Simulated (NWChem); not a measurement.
# triplet InSiNH6 at 6 levels

Aim: a comparison of 6 runs (UHF/STO-3G, UHF/3-21G, UPBE0/def2-SVP, UB3LYP/def2-SVP, UM06-2X/def2-SVP, UMP2/def2-SVP) of triplet InSiNH6. 

The calculation is run with NWChem 7.3.0.

2 further runs of the same task are left out: 2 that didn't finish. Runs told in other sessions of the task aren't counted.

**1. The system as given**

The species is InSiNH6 (9 atoms), meant as a triplet with charge 0. As SMILES of the parent species, `N[SiH2][InH2]`. Geometry: relaxed at PBE0-D4/def2-TZVP. This is one conformer, not always the lowest. That shape belongs to the parent species and isn't relaxed for this state.

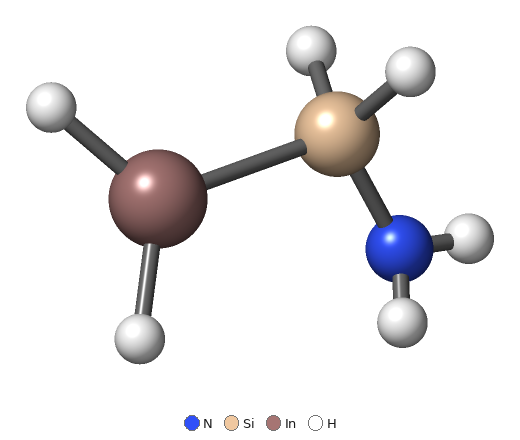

The structure, seen from a chosen angle (nitrogen blue, silicon light orange, indium brown, hydrogen white).

**2. A single-point energy at UHF/STO-3G (run 1)**

File h6innsi.xyz:

```xyz
9
H6InNSi energy
N     -0.891500     0.591400    -1.336400
Si     0.373800     0.744000    -0.168700
In     0.267200    -1.255400     1.446100
H     -1.095600    -0.314200    -1.726600
H     -1.035700     1.316000    -2.022500
H      0.170000     2.036500     0.545200
H      1.758900     0.832100    -0.740700
H     -0.551200    -2.716800     0.991900
H      1.004100    -1.233700     3.011600
```

File run.py:

```python
from ase.io import read
from ase.calculators.nwchem import NWChem

system = read('h6innsi.xyz')

calc = NWChem(
    label='h6innsi',
    theory='scf',
    memory='2200 mb',
    basis='STO-3G',
    basispar='spherical bse',
    scf={'nopen': '2', 'uhf': None, 'thresh': '1e-08', 'maxiter': '80'},
    task='energy',
)
system.calc = calc

print("Total energy (eV):", round(system.get_potential_energy(), 6))
```

Command:

```bash
$ export ASE_NWCHEM_COMMAND="nwchem PREFIX.nwi > PREFIX.nwo"
$ python run.py
```

What it wrote:

```text
Total energy (eV): -163962.830826
```

The calculator wrote h6innsi.nwi:

```
title "h6innsi"

permanent_dir h6innsi

scratch_dir h6innsi

start h6innsi

geometry units angstrom nocenter noautosym noautoz
  N  -8.9149999999999996e-01 5.9140000000000004e-01 -1.3364000000000000e+00
  Si 3.7380000000000002e-01 7.4399999999999999e-01 -1.6869999999999999e-01
  In 2.6719999999999999e-01 -1.2554000000000001e+00 1.4460999999999999e+00
  H  -1.0955999999999999e+00 -3.1419999999999998e-01 -1.7265999999999999e+00
  H  -1.0357000000000001e+00 1.3160000000000001e+00 -2.0225000000000000e+00
  H  1.7000000000000001e-01 2.0365000000000002e+00 5.4520000000000002e-01
  H  1.7588999999999999e+00 8.3209999999999995e-01 -7.4070000000000003e-01
  H  -5.5120000000000002e-01 -2.7168000000000001e+00 9.9190000000000000e-01
  H  1.0041000000000000e+00 -1.2337000000000000e+00 3.0116000000000001e+00
end

memory 2200 mb

basis spherical bse noprint
   * library STO-3G
end

scf
  nopen 2
  uhf
  thresh 1e-08
  maxiter 80
end

task scf energy
```

h6innsi.nwo:

```text
Northwest Computational Chemistry Package (NWChem) 7.3.0
             --------------------------------------------------------

           Job information
           ---------------

    nwchem branch   = 7.3.0
    use scalapack   = T
    input           = h6innsi.nwi
    prefix          = h6innsi.
    data base       = h6innsi/h6innsi.db
    status          = startup
    nproc           =        1

           Memory information
           ------------------

    heap     =     72089594 doubles =      550.0 Mbytes
    stack    =     72089599 doubles =      550.0 Mbytes
    global   =    144179200 doubles =     1100.0 Mbytes (distinct from heap & stack)
    total    =    288358393 doubles =     2200.0 Mbytes
    verify   = yes
    hardfail = no

[... 38 lines left out ...]
            Nuclear Dipole moment (a.u.)
[... 87 lines left out ...]
 1-e energy   =   -8982.719088
[... 7 lines left out ...]
         Quadratically convergent UHF
[... 15 lines left out ...]
       Final UHF  results
[... 3 lines left out ...]
      One electron energy =  -8975.474714276626
[... 1 line left out ...]
 Nuclear repulsion energy =    314.772617783988
[... 59 lines left out ...]
          Final beta eigenvalues
[... 238 lines left out ...]
                     UHF Final Beta Molecular Orbital Analysis
[... 225 lines left out ...]
   Mulliken analysis of the spin density
   -------------------------------------

    Atom       Charge   Shell Charges
 -----------   ------   -------------------------------------------------------
    1 N    7     0.01   0.00  0.01  0.00
    2 Si  14     0.50   0.00  0.00  0.01  0.07  0.41
    3 In  49     1.46   0.00  0.00 -0.00  0.00  0.00 -0.00  0.01  0.12  1.30  0.00  0.03
[... 5 lines of this table left out ...]
    9 H    1    -0.07  -0.07

       Multipole analysis of the density wrt the origin
       ------------------------------------------------

     L   x y z        total         alpha         beta         nuclear
     -   - - -        -----         -----         ----         -------
     0   0 0 0     -0.000000    -39.000000    -37.000000     76.000000

     1   1 0 0      0.217765    -12.134424    -10.959470     23.311660
[... 8 lines of this table left out ...]
     2   0 0 2    -34.937125   -261.942069   -249.162126    476.167069

 Task  times  cpu:       22.1s     wall:       22.1s
 Total times  cpu:       22.1s     wall:       22.1s
```

Wall time 23 s (1 thread of Intel Xeon Platinum 8259CL at 2.50GHz (Skylake/Cascade Lake), shared host); peak memory 0.098 GiB.

**3. A single-point energy at UHF/3-21G (run 2)**

File geom.nw:

```
START geom
memory 2200 mb

GEOMETRY noautosym nocenter noautoz
   N     -0.891500     0.591400    -1.336400
   Si     0.373800     0.744000    -0.168700
   In     0.267200    -1.255400     1.446100
   H     -1.095600    -0.314200    -1.726600
   H     -1.035700     1.316000    -2.022500
   H      0.170000     2.036500     0.545200
   H      1.758900     0.832100    -0.740700
   H     -0.551200    -2.716800     0.991900
   H      1.004100    -1.233700     3.011600
END

BASIS spherical bse
   * library 3-21G
END

SCF
   triplet
   uhf
   thresh 1e-08
   maxiter 80
END

TASK scf energy
```

Command:

```bash
$ nwchem geom.nw > geom.out
```

What it wrote:

```text
[...]
  functions       =    65
[...]
  wavefunction    = UHF
[...]
         Total SCF energy =  -6059.603863758724
      One electron energy =  -8997.106981173649
      Two electron energy =   2622.730499630936
 Nuclear repulsion energy =    314.772617783988
                       Sz =      1.0000
                 Sz(Sz+1) =      2.0000
                      S^2 =      2.0083
[...]
```

Wall time 21 s (1 thread of Intel Xeon Platinum 8259CL at 2.50GHz (Skylake/Cascade Lake), shared host); peak memory 0.098 GiB.

Runs 3 to 4 aren't shown in full; the table further down has their settings and results.

**4. The energy at UM06-2X/def2-SVP (core potential) (run 5)**

File sp.nw:

```
start sp
memory stack 880 mb heap 220 mb global 1100 mb
charge 0
geometry noautosym nocenter noautoz
 N    -0.891500    0.591400   -1.336400
 Si    0.373800    0.744000   -0.168700
 In    0.267200   -1.255400    1.446100
 H    -1.095600   -0.314200   -1.726600
 H    -1.035700    1.316000   -2.022500
 H     0.170000    2.036500    0.545200
 H     1.758900    0.832100   -0.740700
 H    -0.551200   -2.716800    0.991900
 H     1.004100   -1.233700    3.011600
end
basis spherical bse
 N library def2-SVP
 Si library def2-SVP
 In library def2-SVP
 H library def2-SVP
end
ecp bse
 In library def2-SVP
end
dft
 xc m06-2x
 mult 3
 grid xfine
 convergence energy 1e-08
 iterations 100
 mulliken
end
task dft energy
```

Command:

```bash
$ nwchem sp.nw > sp.out
```

What it wrote:

```text
[...]
          Wavefunction type:  spin polarized.
          No. of atoms     :     9
          No. of electrons :    48
[...]
          Charge           :     0
          Spin multiplicity:     3
[...]
          AO basis - number of functions:    88
[...]
              XC Information
              --------------
                       M06-2X Method XC Functional
                     Hartree-Fock (Exact) Exchange  0.540
                        M06-2X Exchange Functional  1.000
                      M06-2X Correlation Potential  1.000
[...]
 d= 0,ls=0.0,diis     1   -537.5284411497 -7.09D+02  5.54D-03  7.70D-02    16.8
[...]
 d= 0,ls=0.0,diis    14   -537.5798333931 -3.19D-09  4.63D-07  1.39D-10   206.5
[...]
         Total DFT energy =     -537.579833393057
      One electron energy =    -1154.463812213526
           Coulomb energy =      491.972747767831
    Exchange-Corr. energy =      -46.615468192715
 Nuclear repulsion energy =      171.526699245352
[...]
      Total Density - Mulliken Population Analysis
     ---------------------------------------------
    Atom       Charge   Shell Charges
 -----------   ------   -------------------------------------------------------
    1 N    7     7.41   1.99  0.96  0.46  2.46  1.54  0.01
    2 Si  14    13.53   2.00  1.98  1.06  0.15  5.93  1.21  0.94  0.26
    3 In  21    21.15  -0.60  2.60  0.79  0.42  2.79  3.22  1.23  0.69  9.66  0.37
    4 H    1     0.84   0.70  0.09  0.05
    5 H    1     0.84   0.69  0.10  0.05
    6 H    1     1.05   0.73  0.31  0.01
    7 H    1     1.04   0.72  0.31  0.01
    8 H    1     1.07   0.65  0.41  0.01
    9 H    1     1.07   0.66  0.40  0.01
[...]
      <S2> =      2.0040 (Exact =     2.0000)
[...]
```

Wall time 3.5 min (1 thread of Intel Xeon Platinum 8259CL at 2.50GHz (Skylake/Cascade Lake), shared host); peak memory 0.15 GiB.

**5. A single-point energy at UMP2/def2-SVP (core potential) (run 6)**

File h6innsi.nw:

```
start h6innsi
title "H6InNSi"
memory 2200 mb
geometry noautosym nocenter noautoz
 N       -0.891500       0.591400      -1.336400
 Si       0.373800       0.744000      -0.168700
 In       0.267200      -1.255400       1.446100
 H       -1.095600      -0.314200      -1.726600
 H       -1.035700       1.316000      -2.022500
 H        0.170000       2.036500       0.545200
 H        1.758900       0.832100      -0.740700
 H       -0.551200      -2.716800       0.991900
 H        1.004100      -1.233700       3.011600
end
basis "ao basis" spherical bse
 * library def2-SVP
end
ecp bse
 In library def2-SVP
end
scf
 triplet
 uhf
 thresh 1e-08
 maxiter 80
 print low
end
mp2
 freeze core 10
 tight
end
task mp2 energy
```

Command:

```bash
$ nwchem h6innsi.nw > h6innsi.out
```

What it wrote:

```text
[...]
  functions       =    88
[...]
  wavefunction    = UHF
[...]
         Total SCF energy =   -535.811642197775
      One electron energy =  -1154.065449295019
      Two electron energy =    446.727107851892
 Nuclear repulsion energy =    171.526699245352
                       Sz =      1.0000
                 Sz(Sz+1) =      2.0000
                      S^2 =      2.0093
[...]
          Total MP2 energy          -536.168975123730
[...]
```

It took 61 s on 1 thread of Intel Xeon Platinum 8259CL at 2.50GHz (Skylake/Cascade Lake), shared host; peak memory 0.23 GiB.

**6. Overview of the runs**

```tsv
run	level	iteration cap	module	energy (Eh)	dipole moment (D)	⟨S²⟩	wall time
1	UHF/STO-3G	80	scf	-6025.522944	5.09	2.014	23 s
2	UHF/3-21G	80	scf	-6059.603864	5.50	2.008	21 s
3	UPBE0/def2-SVP (core potential)	100	dft	-537.519927	–	2.003	2.6 min
4	UB3LYP/def2-SVP (core potential)	100	dft	-537.800506	4.61	2.003	2.3 min
5	UM06-2X/def2-SVP (core potential)	100	dft	-537.579833	4.56	2.004	3.5 min
6	UMP2/def2-SVP (core potential)	80	mp2	-536.168975	–	2.009	61 s
```

**7. Summary of results**

| quantity | value |
| --- | --- |
| run 6: total energy | -536.16898 Eh |
| run 6: correlation energy (10 core orbitals frozen) | -357.3 mEh |
| run 6: ⟨S²⟩ of the reference determinant | 2.009 |

In words: Over runs 1, 2, 4, 5 the dipole moment (its size) runs from 4.56 D (UM06-2X/def2-SVP) to 5.50 D (UHF/3-21G). The two ends differ in method and basis and core potential. Totals of different functionals can't be ranked against each other. Some runs of one species differ in core potentials or relativity; totals across that change don't compare. In run 1 the basis is minimal, so the values are rough. In runs 1, 2 relativity is left out where basis or elements ask for it. All runs together took 10 min, the longest 3.5 min.
